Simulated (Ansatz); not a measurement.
CH$_{6}$BFSi

Input

```
crystal:
  periodic: [false, false, false]
  atoms:
    - { symbol: F, position_ang: [-2.36964, -0.0866, 0.28763] }
    - { symbol: B, position_ang: [-1.24187, 0.27, 0.88124] }
    - { symbol: C, position_ang: [-0.06617, 0.79416, 0.01689] }
    - { symbol: Si, position_ang: [1.03495, 1.94497, 1.08389] }
    - { symbol: H, position_ang: [-1.20355, 0.10773, 2.04619] }
    - { symbol: H, position_ang: [-0.39358, 1.36575, -0.84894] }
    - { symbol: H, position_ang: [0.57593, -0.01281, -0.33394] }
    - { symbol: H, position_ang: [1.51241, 1.24369, 2.27597] }
    - { symbol: H, position_ang: [2.17555, 2.34297, 0.25291] }
    - { symbol: H, position_ang: [0.27502, 3.1337, 1.47837] }
basis:
  gaussian: { orbitals: def2-SVP }
hamiltonian:
  xc: b3lyp
  dispersion: d4
relax:
  f_tol: 0.015
  max_steps: 40
output:
  orbitals: {}
```

Command:

```sh
ansatz run input.yaml --threads 1 --pin off --max-ram 2048MiB --backend cpu --events-out ev --progress --plain --runs-dir out
```

The fields are those of the relaxed geometry.

These are results of RKS B3LYP-D4/def2-SVP (Ansatz), not measurements.

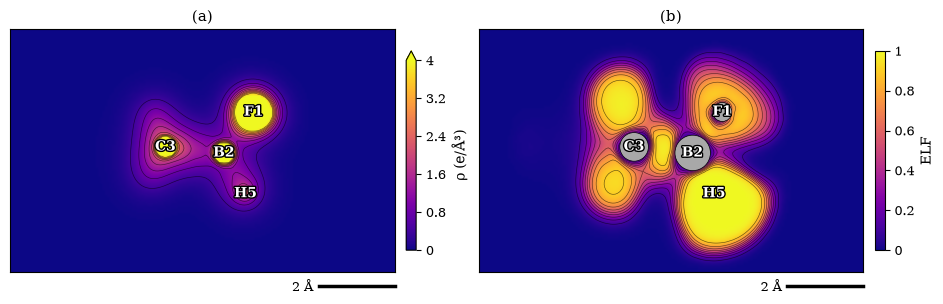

Figure 1. (a) electron density; (b) electron localisation function on the plane of atoms F1, B2 and C3. Grey discs cover the atomic cores in the ELF map.

**Describe what can be read from this map.**

- Atoms in the plane: F, B, C and H.
- B–F (1.33 Å): the density is about 2.1 e/Å³ at the midpoint; the ELF peaks at about 0.90 between the atoms (a shared but strongly polarised pair).
- C–B (1.55 Å): ρ at the midpoint is about 1.5 e/Å³; the ELF peaks at about 0.95 between the atoms, as expected for a shared electron pair.
- B–H (1.21 Å): ρ is about 1.2 e/Å³ halfway; the ELF climbs to about 1 towards the hydrogen, as it does in any bond to H: a covalent bond by its length.
- The ELF also peaks beside F1, away from the bonds: lone-pair regions.

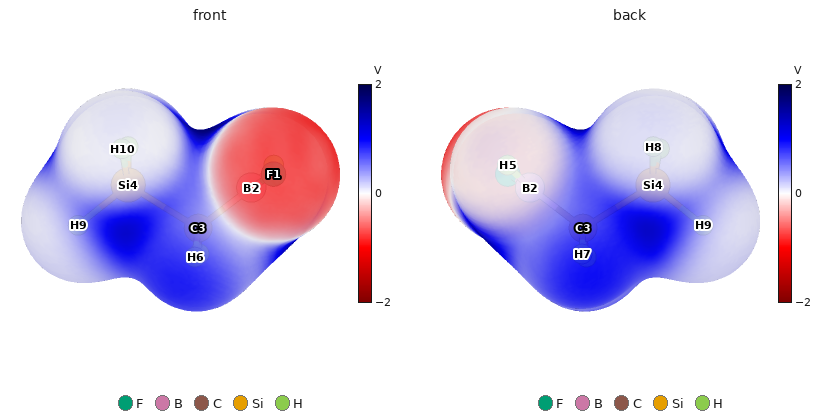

Figure 2. The electrostatic potential painted on the density surface at 0.002 e/bohr³, seen from the front and from behind; red is negative and blue positive.

**Where is the surface potential most negative and most positive?**

The most negative region (about −0.8 V) lies over F1, the most positive (about +1.6 V) over B2 and Si4.

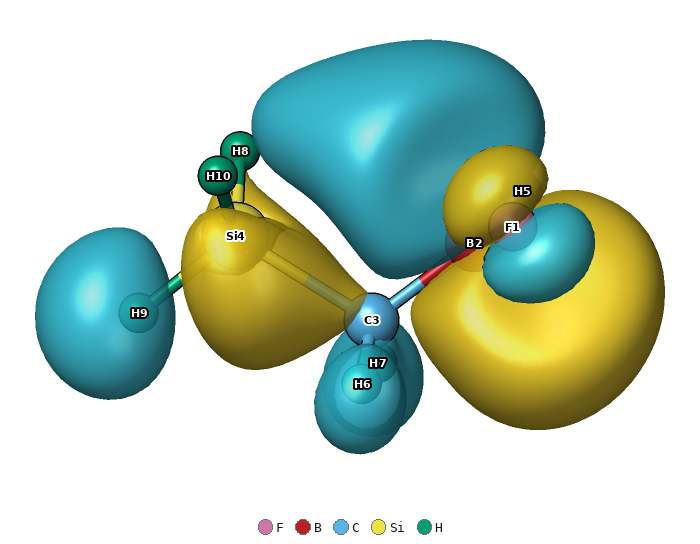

Figure 3. One frontier orbital at ±0.06 Å⁻³ᐟ² (yellow and cyan are the two phases), seen across its widest extent.

**Which orbital is it: HOMO or LUMO?**

The LUMO, at −0.78 eV. It lies mainly on B2 (about 50 %), Si4 (about 15 %), F1 (about 10 %), C3 (about 10 %) and H5 (about 5 %).
